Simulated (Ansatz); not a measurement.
# Lu4SiF: what a guessed cell relaxes into, part 2 of 2

Aim: relax a trial structure of Lu4SiF and see where it ends.

Ansatz 0.2.0; DFT PBE, scalar-relativistic, plane waves, PAW. The steps go on from the part before.

## 4. Final relaxation

The end of the coarse run is made exact in the group found at a tolerance of 0.06 Å and reduced to its primitive cell.

Input file input.yaml:

```yaml
crystal:
  lattice:
    - [3.6073220033, 0.0, 0.0]
    - [-1.8036610017, 3.1240324945, 0.0]
    - [0.0, 0.0, 12.1523415352]
  atoms:
    - { symbol: Lu, position: [0.6666666667, 0.3333333333, 0.6584301409] }
    - { symbol: Lu, position: [0.6666666667, 0.3333333333, 0.1169628217] }
    - { symbol: Lu, position: [0.3333333333, 0.6666666667, 0.8830371783] }
    - { symbol: Lu, position: [0.3333333333, 0.6666666667, 0.3415698591] }
    - { symbol: Si, position: [0.0, 0.0, 0.5] }
    - { symbol: F, position: [0.0, 0.0, 0.0] }
basis:
  ecutwfc: 420
kpoints:
  mp_grid: { grid: [12, 12, 4] }
hamiltonian:
  xc: pbe
scf:
  occupations: { method: gaussian, width: 0.1 }
output:
  forces: true
  stress: true
  eigenvalues: true
  write_density: true
  write_potential: true
  elf: true
  volumetric_format: npy
relax:
  adjacent_minimum: "off"
  f_tol: 0.01
  max_steps: 80
  cell: { stress_tol: 0.05 }
```

The run is started by

```sh
$ ansatz run input.yaml --threads 1 --pin off --max-ram 2560MiB --backend cpu --events-out ev --progress --plain --runs-dir out
```

Output, cut to the lines that bear on the results:

```text
Warning: RAYON_NUM_THREADS=1 ignored (pool sized by the plan → 1); use --threads N
[...]
Pseudopotentials: kind: paw
Pseudopotential: Lu, paw, valence charge 25, recommended cutoff 420 eV (normal), Lu.paw.azcp
Pseudopotential: Si, paw, valence charge 4, recommended cutoff 420 eV (normal), Si.paw.azcp
Pseudopotential: F, paw, valence charge 7, recommended cutoff 420 eV (normal), F.paw.azcp
Functional definition: PBE
[...]
Crystal: 6 atoms, lattice volume = 136.949 Å³
Basis set: ecut = 420 eV, 2633 PW (Γ), exchange–correlation on 50×50×180 points (8 copies of the dense FFT grid, shifted against one another)
Bands: 67, of which v1, the nominal top of the filled ones, is band 56 counted from 1 (55 counted from 0)
Symmetry: 12 space group operations
Space group: P-3m1 (ITA 164), of the structure as read, at distance tolerance 5.2e-5 Å
k-points: 69 of 576
[...]
--- Relaxed structure (3 steps of the walk, 3 accepted, 1 SCFs on fresh bases) ---
  F+E_penalty+E_count = -60375.92125319 eV   max|allowed force component| = 3.547e-3 eV/Å   (the final SCF, on the basis selected at the relaxed cell)
  cell:  # Å, volume = 137.2000 Å³
    - [3.61423257403357, 2.8922790573944548e-11, -1.3478407726403112e-34]
    - [-1.807116287041833, 3.1300172242838324, 3.0084490850927716e-34]
    - [-4.540604190432845e-34, 9.08120838086569e-34, 12.128056504158657]
  atoms:
    - { symbol: Lu, position: [0.6666666666666666, 0.3333333333333333, 0.6586978202973208] }
    - { symbol: Lu, position: [0.6666666666666666, 0.3333333333333333, 0.11597548343572277] }
    - { symbol: Lu, position: [0.3333333333333333, 0.6666666666666665, 0.8840245165642774] }
    - { symbol: Lu, position: [0.3333333333333333, 0.6666666666666665, 0.34130217970267934] }
    - { symbol: Si, position: [5.996049377304157e-35, -1.2329768962384732e-34, 0.5000000000000001] }
    - { symbol: F, position: [-2.022182800879474e-34, -1.849465344330713e-34, 4.9069654036613084e-20] }
```

Run time: 2.4 min. Hardware: 1 thread of Intel Xeon 6975P-C (Granite Rapids), shared host; peak memory 0.79 GiB.

The steps of the relaxation:

| step | energy from step 1 (eV/cell) | largest force component (eV/Å) | pressure (GPa) | volume (Å³) |
| --- | --- | --- | --- | --- |
| 1 | 0.0000 | 0.0507 | 0.08 | 136.95 |
| 2 | 0.0005 | 0.0555 | -0.20 | 137.67 |
| 3 | -0.0006 | 0.0037 | -0.01 | 137.20 |
| 4 | -0.0008 | 0.0035 | -0.01 | 137.20 |

Step 1 is the start. Step 4 repeats the geometry before it on a plane-wave basis chosen anew for that cell, so its energy need not be comparable with the rows above.

|  | before | after | change |
| --- | --- | --- | --- |
| a (Å) | 3.607 | 3.614 | +0.2 % |
| b (Å) | 3.607 | 3.614 | +0.2 % |
| c (Å) | 12.152 | 12.128 | -0.2 % |
| volume (Å³/atom) | 22.82 | 22.87 | +0.2 % |
| shortest distance (Å) | 2.521 | 2.516 | -0.2 % |
| space group (0.01 Å) | P-3m1 | P-3m1 | same |

The run keeps the 12 symmetry operations of the start, so it could not have lowered the symmetry.

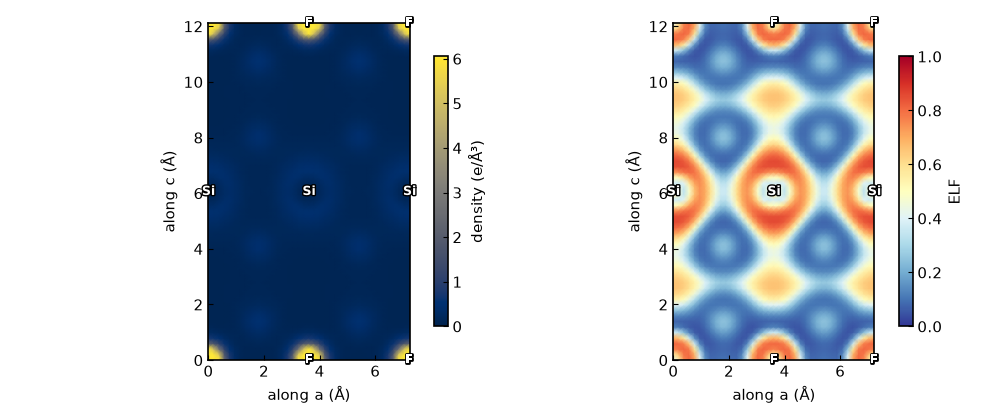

Density (left) and ELF (right) in a lattice plane of the grid's cell (edges 3.61 and 12.13 Å, at 1.000 of the third edge), which holds Si and F. Only atoms in the plane are labelled; the density scale stops at 6.05 e/Å³. Both are smooth fields of the valence electrons: close to the nuclei they are not physical.

Maxima of ELF outside the ion cores: 0.88 between the atoms, 2.0 Å from Lu; 0.86 beside Si, off the lines to its neighbours, 1.1 Å from Si; 0.81 in the shell around F, 0.6 Å from F.

## 5. Changing settings: preconditioner none

Input file input.yaml:

```yaml
crystal:
  lattice:
    - [3.614232574, 0.0, 0.0]
    - [-1.807116287, 3.1300172243, 0.0]
    - [0.0, 0.0, 12.1280565042]
  atoms:
    - { symbol: Lu, position: [0.6666666667, 0.3333333333, 0.6586978203] }
    - { symbol: Lu, position: [0.6666666667, 0.3333333333, 0.1159754834] }
    - { symbol: Lu, position: [0.3333333333, 0.6666666667, 0.8840245166] }
    - { symbol: Lu, position: [0.3333333333, 0.6666666667, 0.3413021797] }
    - { symbol: Si, position: [0.0, 0.0, 0.5] }
    - { symbol: F, position: [0.0, 0.0, 0.0] }
basis:
  ecutwfc: 420
kpoints:
  mp_grid: { grid: [12, 12, 4] }
hamiltonian:
  xc: pbe
scf:
  occupations: { method: gaussian, width: 0.1 }
  mixing: { preconditioner: none }
output:
  forces: true
  eigenvalues: true
  stress: true
```

The run is started by

```sh
$ ansatz run input.yaml --threads 1 --pin off --max-ram 2560MiB --backend cpu --events-out ev --progress --plain --runs-dir out
```

Output, cut to the lines that bear on the results:

```text
Warning: RAYON_NUM_THREADS=1 ignored (pool sized by the plan → 1); use --threads N
[...]
[... 5 set-up lines as earlier in the session ...]
[...]
Crystal: 6 atoms, lattice volume = 137.200 Å³
Basis set: ecut = 420 eV, 2645 PW (Γ), exchange–correlation on 50×50×180 points (8 copies of the dense FFT grid, shifted against one another)
Bands: 67, of which v1, the nominal top of the filled ones, is band 56 counted from 1 (55 counted from 0)
[... 2 set-up lines as earlier in the session ...]
k-points: 69 of 576
[...]
SCF iter  13: F=-60375.921253 eV  HF=-60375.921253 eV  |F-HF|=4.26e-9  |Δ(HF+E_count)|=   1.23e-8  Δρ=1.97e-6  dr2=6.41e-9  ethr=9.01e-11  ⟨swp⟩=16.9  Hψ=28435  notcnv=0
[...]
SCF converged after 13 iterations
Free energy (F): -60375.921253 eV
[...]
E sigma→0 (E₀):  -60375.910587 eV
Entropy (-TS):   -0.021333 eV (-3.555 meV/atom)
Fermi energy:    13.235376 eV
[...]
--- Forces (eV/Å), atoms counted from 1 ---
  atom   1  Lu     0.00000000     0.00000000    -0.00342760
  atom   2  Lu     0.00000000    -0.00000000    -0.00301807
  atom   3  Lu     0.00000000     0.00000000     0.00301807
  atom   4  Lu    -0.00000000    -0.00000000     0.00342760
  atom   5  Si     0.00000000     0.00000000     0.00000000
  atom   6  F      0.00000000     0.00000000     0.00000000
[...]
--- Stress (GPa, compression-positive) ---
       -0.010611      -0.000000       0.000000
       -0.000000      -0.010611      -0.000000
        0.000000      -0.000000      -0.012195
  P = ⅓ Tr σ = -0.0111 GPa (-0.111 kbar)
--- Band table (eV; the first three rows and the last of 69) ---
[...]
```

It took 30 s on 1 thread of Intel Xeon 6975P-C (Granite Rapids), shared host; peak memory 0.74 GiB.

| run | ending | energy change | pressure (GPa) | gap (eV) | force (eV/Å) | cycles | time |
| --- | --- | --- | --- | --- | --- | --- | --- |
| step 4 | converged | 0 | 0.0 | 0.00 | 0.00 | - | 2.4 min |
| variant | converged | 0.0 meV/atom | 0.0 | 0.00 | 0.00 | 13 | 30 s |

With the changed mixing the energy agrees within 0.5 meV/atom.

## 6. Summary of results

What follows sums up all 2 parts. Changes of volume or cell count from the first structure of part 1.

```
                                                              quantity                                                                        value
                                symmetry at the end (tolerance 0.05 Å)                                                  space group P-3m1 (No. 164)
                                                     conventional cell  a = 3.614 Å, b = 3.614 Å, c = 12.128 Å, α = 90.00°, β = 90.00°, γ = 120.00°
                                                                volume                                                                22.87 Å³/atom
energy over the elements (uncorrected; H, N, O, F and Cl as molecules)                                                                -0.80 eV/atom
                                                       gap on the mesh                                                                 none (metal)
```

What this shows: The space group P-3m1 (No. 164) is kept, and the volume per atom shrinks by 3.0 % from the first guess. A negative formation energy is needed for stability but isn't enough; other structures and compounds were not set against it here. No finished test with a distortion of lower symmetry is shown, so the end may be a saddle point. The runs treat Lu without spin-orbit coupling. The final runs have no spin polarisation, so no magnetic state was tried and one may lie lower.
